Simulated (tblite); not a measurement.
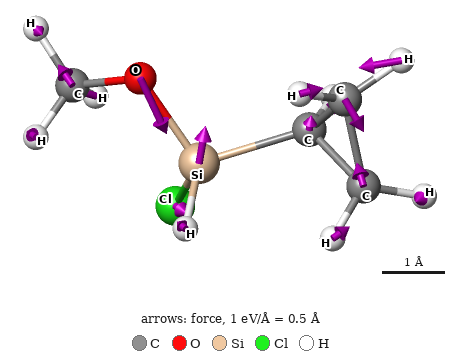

Starting geometry of C4H9ClOSi with the computed forces as purple arrows. Style: ball-and-stick. Shown at a tilt.

All numbers below come from GFN2-xTB geometry optimisation, gas phase (tblite 0.8.0). 

What follows when this structure is relaxed?

It isn't relaxed: the largest force vector, on the O atom, is 2.18 eV/Å. The final displacements have little in common with the starting forces (cosine between the two patterns 0.28). The atom that moves furthest after the best rigid fit is the Cl atom (1.21 Å). Largest moves by element: Cl 1.21 Å, H 1.14 Å, O 0.71 Å, C 0.52 Å, Si 0.20 Å. Near-neighbour distances that change, for instance: O–Si 1.701 → 1.619 Å, C–C 1.529 → 1.489 Å, C–H 1.119 → 1.080 Å, Cl–Si 2.064 → 2.029 Å. Among the angles between lasting bonds that change: C–O–Si 106.1° → 128.9°, C–C–H 110.7° → 118.5°, H–C–H 121.2° → 113.5°. Groups turn about C–Si by about 65°, O–Si by about 30°. The energy falls by 79.1 kJ/mol in 160 geometry steps. Cost: 1.9 s on 1 thread of Arm Neoverse N1, with other jobs on the host.
